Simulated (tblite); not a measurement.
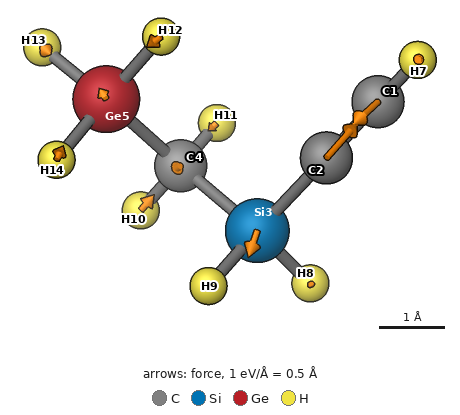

Starting geometry of C3H9GeSi (multiplicity 2) with the computed forces as orange arrows. A ball-and-stick model, seen at a tilt.

The calculation used tblite, GFN2-xTB geometry optimisation, gas phase. 

What follows when this structure is relaxed?

It isn't relaxed: the largest force vector, on a C atom, is 1.89 eV/Å. The final displacements have little in common with the starting forces (cosine between the two patterns 0.28). The atom that moves furthest after the best rigid fit is an H atom (1.34 Å). By element the largest moves are H 1.34 Å, C 0.97 Å, Si 0.28 Å, Ge 0.11 Å. Among the contacts that change: Ge–H 1.545 → 1.496 Å, C–C 1.328 → 1.291 Å, C–H 1.112 → 1.090 Å, C–Si 1.887 → 1.906 Å. Bond angles that change, for instance: C–C–Si 122.2° → 160.4°, H–C–H 119.4° → 113.5°, C–Si–H 109.9° → 114.9°. Groups turn about C–C by about 180°. After 134 geometry steps the energy has fallen by 36.8 kJ/mol.
